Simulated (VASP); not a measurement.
# HfCu: structure and properties in VASP, part 3 of 4

Aim: relax HfCu, then compute properties on the relaxed cell. The cell is invented: it takes the structure of a Materials Project entry for FeRu (space group 187 there), with all of its atoms replaced by other elements, volume scaled by an estimate. It may not be a known or stable phase. Left out of this account: 1 further run (relaxation: a spoilt try).

VASP 6.6.1; revPBE; plane waves and PAW (Hf_pv, Cu); invented cell.

Still holding for the runs below: This run has no spin polarisation. Its electron count is odd, so without a moment it is a metal by construction.

So far. Step 3 (Second relaxation): It ends with forces that vanish by symmetry and a pressure of 0.07 GPa. The volume moved by only 0.08 %, so the volume is settled. Step 4 (Density, ELF and potential (revPBE)): In this run the pressure is -0.25 GPa, small enough to go on. The relaxed cell has a = 3.069, c = 4.423 Å (conventional setting).

### Step 5. Band structure (revPBE)

The mesh alone shows little of the dispersion and can miss band extrema, so KPOINTS_OPT adds a path through the symmetry points after the self-consistent cycle.

The input, INCAR:

```
SYSTEM = HfCu
PREC = Accurate
ENCUT = 400
EDIFF = 1E-06
NELM = 100
ISMEAR = -1
SIGMA = 0.05
LREAL = .FALSE.
ALGO = Normal
GGA = RE
NBANDS = 22
LORBIT = 11
LWAVE = .FALSE.
LCHARG = .FALSE.
```

The input, POSCAR:

```
HfCu
1.0
    3.0693197814     -0.0000000190      0.0000000000
   -1.5346604235      2.6581089089      0.0000000000
    0.0000000000      0.0000000000      4.4231823103
Hf Cu
1 1
Direct
    0.6666666700      0.3333333300      0.0000000000
    0.0000000000      0.0000000000      0.5000000000
```

The input, KPOINTS:

```
Automatic mesh
0
Gamma
10 10 6
0 0 0
```

The input, KPOINTS_OPT:

```
Line mode
16
Line-mode
Reciprocal
  0.00000000   0.00000000   0.00000000 GAMMA
  0.50000000   0.00000000   0.00000000 M

  0.50000000   0.00000000   0.00000000 M
  0.33333333   0.33333333   0.00000000 K

  0.33333333   0.33333333   0.00000000 K
  0.00000000   0.00000000   0.00000000 GAMMA

  0.00000000   0.00000000   0.00000000 GAMMA
  0.00000000   0.00000000   0.50000000 A

  0.00000000   0.00000000   0.50000000 A
  0.50000000   0.00000000   0.50000000 L

  0.50000000   0.00000000   0.50000000 L
  0.33333333   0.33333333   0.50000000 H

  0.33333333   0.33333333   0.50000000 H
  0.00000000   0.00000000   0.50000000 A

  0.50000000   0.00000000   0.50000000 L
  0.50000000   0.00000000   0.00000000 M

  0.33333333   0.33333333   0.00000000 K
  0.33333333   0.33333333   0.50000000 H
```

The projector-augmented-wave data sets are Hf_pv and Cu (PBE family, release 64).

The run is started by

```
> mpirun -np 1 vasp_std
```

What it wrote:

```text
[... set-up lines as in an earlier step ...]
 entering main loop
       N       E                     dE             d eps       ncg     rms          rms(c)
DAV:   1     0.929067789576E+02    0.92907E+02   -0.84751E+03  2624   0.959E+02
DAV:   2    -0.953368473401E+01   -0.10244E+03   -0.95329E+02  2644   0.240E+02
DAV:   3    -0.143900603957E+02   -0.48564E+01   -0.47249E+01  3058   0.486E+01
DAV:   4    -0.144689026841E+02   -0.78842E-01   -0.78698E-01  2810   0.593E+00
DAV:   5    -0.144703295184E+02   -0.14268E-02   -0.14268E-02  3148   0.864E-01    0.556E+01
DAV:   6    -0.180417054798E+02   -0.35714E+01   -0.53215E+01  2908   0.138E+02    0.191E+01
DAV:   7    -0.129551087991E+02    0.50866E+01   -0.21157E+01  3278   0.636E+01    0.210E+01
DAV:   8    -0.126274238717E+02    0.32768E+00   -0.10294E+00  3566   0.165E+01    0.284E+00
DAV:   9    -0.126148381971E+02    0.12586E-01   -0.90816E-02  3726   0.472E+00    0.904E-01
DAV:  10    -0.126124330404E+02    0.24052E-02   -0.13562E-02  3634   0.168E+00    0.823E-02
DAV:  11    -0.126125091142E+02   -0.76074E-04   -0.16340E-03  2964   0.801E-01    0.196E-01
DAV:  12    -0.126123523926E+02    0.15672E-03   -0.16937E-03  3006   0.855E-01    0.916E-02
DAV:  13    -0.126122497376E+02    0.10266E-03   -0.24489E-04  2954   0.319E-01    0.128E-02
DAV:  14    -0.126122546468E+02   -0.49092E-05   -0.11533E-05  3732   0.484E-02    0.264E-02
DAV:  15    -0.126122486505E+02    0.59963E-05   -0.13266E-05  3054   0.726E-02    0.421E-03
DAV:  16    -0.126122486753E+02   -0.24798E-07   -0.36621E-07  1340   0.675E-03
   1 F= -.12612249E+02 E0= -.12604135E+02  d E =-.162282E-01
 Start KPOINTS_OPT (optional k-point list driver)
k-point batch [1-56\144]
       N       E                     dE             ncg
DAV:   1    -0.418520556233E+03   -0.25214E+05     2570
DAV:   2    -0.614736900850E+04   -0.57288E+04     2724
DAV:   3    -0.644385176425E+04   -0.29648E+03     2986
DAV:   4    -0.644836484090E+04   -0.45131E+01     2960
DAV:   5    -0.644844122097E+04   -0.76380E-01     3056
DAV:   6    -0.644844317931E+04   -0.19583E-02     2912
DAV:   7    -0.644844325691E+04   -0.77598E-04     2940
DAV:   8    -0.644844325992E+04   -0.30090E-05     2342
DAV:   9    -0.644844326011E+04   -0.18608E-06     1948
[...]
k-point batch [113-144\144]
       N       E                     dE             ncg
DAV:   1     0.153443720144E+05   -0.25404E+05     1504
DAV:   2     0.121275266754E+05   -0.32168E+04     1570
DAV:   3     0.119732877069E+05   -0.15424E+03     1666
DAV:   4     0.119709376714E+05   -0.23500E+01     1686
DAV:   5     0.119708956855E+05   -0.41986E-01     1720
DAV:   6     0.119708945899E+05   -0.10956E-02     1658
DAV:   7     0.119708945443E+05   -0.45617E-04     1788
DAV:   8     0.119708945437E+05   -0.60523E-06     1136
```

The job ended after 40 s (1 MPI rank of Intel Xeon Platinum 8488C (Sapphire Rapids), shared host; peak memory 0.17 GiB).

Parts of OUTCAR (step 5):

```text
   k-points           NKPTS =     56   k-points in BZ     NKDIM =     56   number of bands    NBANDS=     22

   NELECT =      21.0000    total number of electrons

 E-fermi :   5.4863

 k-point     1 :       0.0000    0.0000    0.0000
  band No.  band energies     occupation
    ...
      6       2.4633      2.00000
      7       2.4633      2.00000
      8       2.5947      2.00000
      9       2.5947      2.00000
     10       4.0863      2.00000
     11       6.4273      0.00000
     12       7.0703      0.00000
     13       7.0703      0.00000
     14      10.1598      0.00000
     15      10.1598      0.00000
    ...

  Total        0.0061976      0.0061976      0.0052425     -0.0000000      0.0000000      0.0000000
  in kB        0.2751601      0.2751601      0.2327535     -0.0000001      0.0000000      0.0000000
  external PRESSURE =       0.2610245 kB  Pullay stress =       0.0000000 kB

 POSITION                                       TOTAL-FORCE (eV/Angst)
 -----------------------------------------------------------------------------------
      1.53466      0.88604      0.00000         0.000000      0.000000      0.000000
      0.00000      0.00000      2.21159        -0.000000      0.000000      0.000000
 -----------------------------------------------------------------------------------
    total drift:                               -0.000009      0.000002     -0.000000

  FREE ENERGIE OF THE ION-ELECTRON SYSTEM (eV)
  ---------------------------------------------------
  free  energy   TOTEN  =       -12.6122486753 eV

  energy  without entropy=      -12.5960204685  energy(sigma->0) =      -12.60413457

[... 7 parts as in an earlier step ...]

[... 9 further parts left out ...]
```

Spin-orbit coupling is off here; with elements this heavy it splits and shifts levels by tenths of an eV or more.

Numbers from this step:

```
SCF cycles : 16
bands      : 22
pressure   : 0.02610 GPa
```

Electronic bands along the path, in eV, zero at the Fermi level; # counts the bands kept, so #1 is VASP's band 4:

```
    point     #5     #6     #7     #8     #9   #10   #11   #12
        Γ  -2.89  -2.89  -1.40   0.94   1.58  1.58  4.67  4.67
        M  -2.55  -2.47  -0.91  -0.78   0.11  3.90  6.88  7.35
        K  -3.14  -0.57  -0.37  -0.25  -0.01  1.62  4.34  4.81
        Γ  -2.89  -2.89  -1.40   0.94   1.58  1.58  4.67  4.67
        A  -3.08  -2.93  -2.93   0.67   1.87  1.87  4.45  4.45
        L  -2.47  -2.19  -1.77   0.25   1.54  2.64  3.29  6.90
        H  -3.11  -1.05  -0.89  -0.52   0.40  2.58  3.44  7.09
        A  -3.08  -2.93  -2.93   0.67   1.87  1.87  4.45  4.45
jump to L  -2.47  -2.19  -1.77   0.25   1.54  2.64  3.29  6.90
        M  -2.55  -2.47  -0.91  -0.78   0.11  3.90  6.88  7.35
jump to K  -3.14  -0.57  -0.37  -0.25  -0.01  1.62  4.34  4.81
        H  -3.11  -1.05  -0.89  -0.52   0.40  2.58  3.44  7.09
```

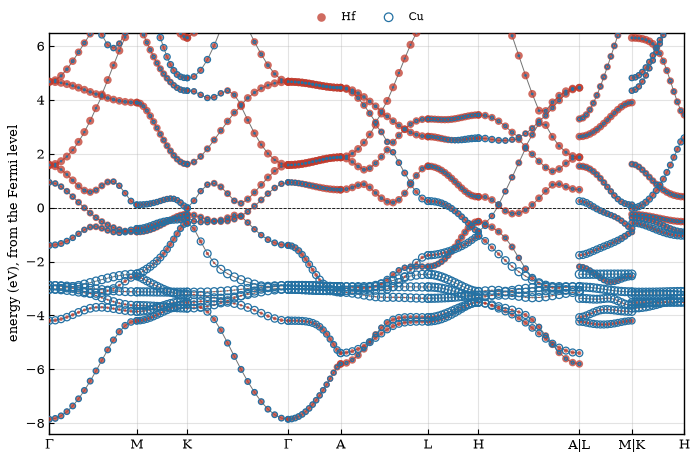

Electronic bands along the path; dots are coloured as in the legend, and their area grows with the weight.

There is no gap at this level.

### Step 6. Total and projected DOS (revPBE)

Here the states are counted by energy and projected on the atoms. The mesh is finer than in the run before.

Edit INCAR of step 5 so:

```diff
@@ -5,3 +5,3 @@
 NELM = 100
-ISMEAR = -1
+ISMEAR = -5
 SIGMA = 0.05
@@ -14 +14,2 @@
 LCHARG = .FALSE.
+NEDOS = 2001
```

POSCAR is that of step 5.

The input, KPOINTS:

```
Automatic mesh
0
Gamma
15 15 9
0 0 0
```

The run is started by

```
> mpirun -np 1 vasp_std
```

What it wrote:

```text
[... set-up lines as in an earlier step ...]
 entering main loop
       N       E                     dE             d eps       ncg     rms          rms(c)
DAV:   1     0.920055142250E+02    0.92006E+02   -0.84896E+03  6308   0.964E+02
DAV:   2    -0.958165645607E+01   -0.10159E+03   -0.95006E+02  6396   0.240E+02
DAV:   3    -0.143785299242E+02   -0.47969E+01   -0.46659E+01  7412   0.487E+01
DAV:   4    -0.144555172424E+02   -0.76987E-01   -0.76791E-01  6792   0.583E+00
DAV:   5    -0.144569800228E+02   -0.14628E-02   -0.14617E-02  7472   0.871E-01    0.552E+01
DAV:   6    -0.179766610385E+02   -0.35197E+01   -0.52881E+01  7062   0.138E+02    0.192E+01
DAV:   7    -0.129507371537E+02    0.50259E+01   -0.20986E+01  7974   0.634E+01    0.213E+01
DAV:   8    -0.126259089276E+02    0.32483E+00   -0.98476E-01  8766   0.159E+01    0.287E+00
DAV:   9    -0.126094441996E+02    0.16465E-01   -0.14711E-01  8272   0.663E+00    0.132E+00
DAV:  10    -0.126040708649E+02    0.53733E-02   -0.31361E-02  8718   0.305E+00    0.111E-01
DAV:  11    -0.126043815189E+02   -0.31065E-03   -0.40392E-03  7040   0.127E+00    0.292E-01
DAV:  12    -0.126041127856E+02    0.26873E-03   -0.43914E-03  7200   0.137E+00    0.170E-01
DAV:  13    -0.126038089757E+02    0.30381E-03   -0.62288E-04  7032   0.507E-01    0.278E-02
DAV:  14    -0.126038141995E+02   -0.52238E-05   -0.21233E-05  7158   0.314E-02    0.266E-02
DAV:  15    -0.126038016212E+02    0.12578E-04   -0.14598E-05  7416   0.760E-02    0.512E-03
DAV:  16    -0.126038012229E+02    0.39824E-06   -0.48647E-07  3336   0.880E-03
   1 F= -.12603801E+02 E0= -.12603801E+02  d E =0.000000E+00
 -----------------------------------------------------------------------------
|                                                                             |
|           W    W    AA    RRRRR   N    N  II  N    N   GGGG   !!!           |
|           W    W   A  A   R    R  NN   N  II  NN   N  G    G  !!!           |
|           W    W  A    A  R    R  N N  N  II  N N  N  G       !!!           |
|           W WW W  AAAAAA  RRRRR   N  N N  II  N  N N  G  GGG   !            |
|           WW  WW  A    A  R   R   N   NN  II  N   NN  G    G                |
|           W    W  A    A  R    R  N    N  II  N    N   GGGG   !!!           |
|                                                                             |
|     Tetrahedron method does not include variations of the Fermi             |
|     occupations, so forces and stress will be inaccurate. We suggest        |
|     using a different smearing scheme ISMEAR = 1 or 2 for metals in         |
|     relaxations.                                                            |
|                                                                             |
 -----------------------------------------------------------------------------
```

Elapsed: 45 s, on 1 MPI rank; peak memory 0.19 GiB.

From OUTCAR (step 6):

```text
   k-points           NKPTS =    135   k-points in BZ     NKDIM =    135   number of bands    NBANDS=     22

   NELECT =      21.0000    total number of electrons

 E-fermi :   5.4735

 k-point     1 :       0.0000    0.0000    0.0000
  band No.  band energies     occupation
    ...
      6       2.4545      2.00000
      7       2.4545      2.00000
      8       2.5899      2.00000
      9       2.5899      2.00000
     10       4.0910      2.00000
     11       6.4263      0.00000
     12       7.0873      0.00000
     13       7.0873      0.00000
     14      10.1652      0.00000
     15      10.1652      0.00000
    ...

  Total        0.0221960      0.0221960     -0.0164253     -0.0000000     -0.0000000      0.0000000
  in kB        0.9854502      0.9854502     -0.7292450     -0.0000002     -0.0000000      0.0000000
  external PRESSURE =       0.4138851 kB  Pullay stress =       0.0000000 kB

 POSITION                                       TOTAL-FORCE (eV/Angst)
 -----------------------------------------------------------------------------------
      1.53466      0.88604      0.00000         0.000000      0.000000      0.000000
      0.00000      0.00000      2.21159         0.000000     -0.000000      0.000000
 -----------------------------------------------------------------------------------
    total drift:                               -0.000009      0.000002     -0.000000

  FREE ENERGIE OF THE ION-ELECTRON SYSTEM (eV)
  ---------------------------------------------------
  free  energy   TOTEN  =       -12.6038012229 eV

  energy  without entropy=      -12.6038012229  energy(sigma->0) =      -12.60380122

[... 6 parts as in an earlier step ...]

[... 10 further parts left out ...]
```

With tetrahedra the forces and stress of a metal are not exact derivatives of the energy.

Numbers from this step:

| Property | Result |
| --- | --- |
| irreducible k-points | 135 |
| free energy (TOTEN) | -12.60 eV |
| Fermi energy | 5.473 eV |
| pressure | 0.04139 GPa |
| DOS at the Fermi level | 2.180 states/eV/cell |

The density of states has structure finer than the step of the table below, so its rows give means over 1 eV, whole bins alone (the curve runs from -12.0 to 7.99 eV). Peaks (eV: height): total -3.6: 7.26, -3.3: 8.97, -3.0: 16.6, 0.8: 3.68, 2.3: 2.98; Cu d -3.6: 5.38, -3.3: 7.60, -3.0: 15.2; Hf d 0.0: 0.929, 0.8: 1.56, 2.3: 0.981, 3.1: 1.09, 3.4: 1.09, 4.2: 1.17, 6.2: 0.719.

States under -12.0 eV and over 8.0 eV are left out. The density of states by energy, zero at the Fermi level; means over each step; values in states/eV/cell:

| energy (eV) | total | Cu d | Hf d |
| --- | --- | --- | --- |
| -9 | 0 | 0 | 0 |
| -8 | 0.0169 | 1.9e-5 | 0 |
| -7 | 0.157 | 5.8e-4 | 6.1e-4 |
| -6 | 0.298 | 0.00610 | 0.00538 |
| -5 | 0.564 | 0.0645 | 0.0319 |
| -4 | 3.09 | 1.83 | 0.254 |
| -3 | 7.16 | 6.17 | 0.179 |
| -2 | 1.63 | 0.852 | 0.256 |
| -1 | 1.37 | 0.293 | 0.467 |
| 0 | 1.81 | 0.161 | 0.754 |
| 1 | 1.98 | 0.190 | 0.842 |
| 2 | 0.951 | 0.0857 | 0.522 |
| 3 | 1.29 | 0.0713 | 0.855 |
| 4 | 1.41 | 0.0746 | 0.943 |
| 5 | 1.11 | 0.0453 | 0.613 |
| 6 | 0.944 | 0.0367 | 0.478 |
| 7 | 1.03 | 0.0392 | 0.428 |

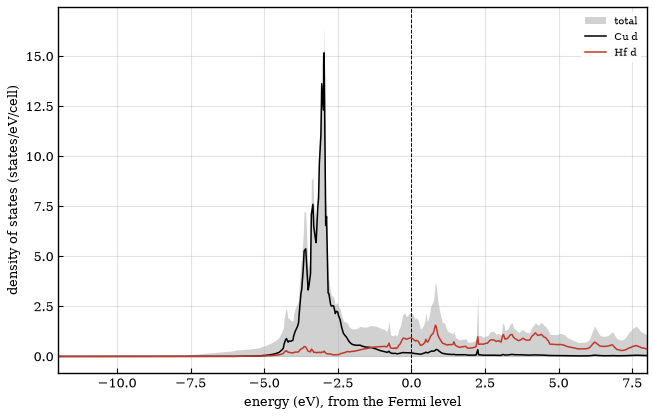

Density of states against energy.

The finer mesh and the other smearing move the Fermi level by -0.01 eV from the 10×10×6 run, a small shift, which tests the Fermi level alone. Of the states within 0.3 eV of the Fermi level, the largest shares in the PAW spheres are Hf d 42 % and Cu d 8 %. The rest lies in smaller channels or between the spheres.

[end of part 3 of 4]

[Lines on the potential files, build, host, timing and source positions are cut from VASP's logs without a mark.]

[Logs are printed without paths, hosts, clocks, repeated set-up lines and the standing remarks that a program may print on its own settings, such as how far it seeks lower states.]

[Hosts, paths, dates, database ids (printed as entryN), source tags and the programs' standing remarks are cut or masked in the printed files.]

[A measured line is paired with the nearest computed mode of its activity, which favours agreement.]
